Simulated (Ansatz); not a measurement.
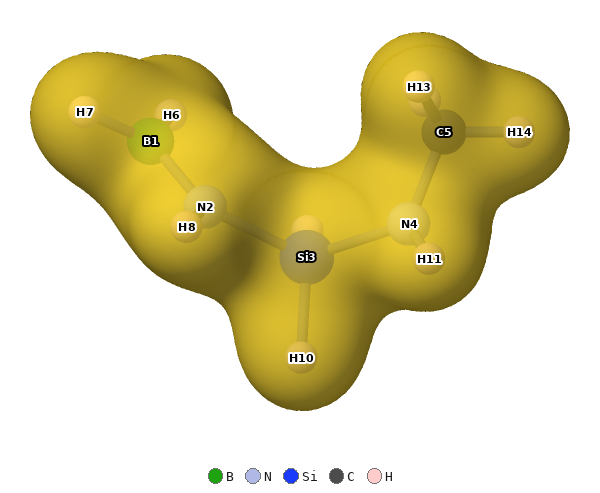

The picture shows: CH$_{9}$BN$_{2}$Si (SMILES BN[SiH2]NC). Isosurface of the electron density at 0.1 e/Å³ (yellow), seen across its widest extent.

Theory: RKS PBE/cc-pVDZ in Ansatz 0.2.0.

```xyz
14

B    -0.6194    1.7101    1.7006
N    -1.1764    0.7527    0.8294
Si   -0.6654    0.3795   -0.8542
N     0.1779   -1.1303   -1.1089
C     1.4807   -1.4424   -0.5304
H     0.2977    2.4041    1.3013
H    -1.0612    1.8280    2.8295
H    -1.9438    0.1809    1.2023
H     0.2455    1.5160   -1.2213
H    -1.9101    0.2745   -1.6980
H    -0.4014   -1.9579   -1.2774
H     2.0867   -0.5151   -0.4655
H     1.4349   -1.8765    0.4961
H     2.0416   -2.1530   -1.1748
```

What does this surface tell about the bonding?

At this value the surface is in one piece. It bridges the shortest B–N (1.41 Å), C–N (1.46 Å), Si–N (1.75 Å) and N–H (1.02 Å) contacts, where the density stays above the isovalue. On the grid the lowest density along these lines, outside the cores, is 1.4 e/Å³ (B–N, 1.41 Å), 1.7 e/Å³ (C–N, 1.46 Å), 0.81 e/Å³ (Si–N, 1.75 Å) and 2.2 e/Å³ (N–H, 1.02 Å).
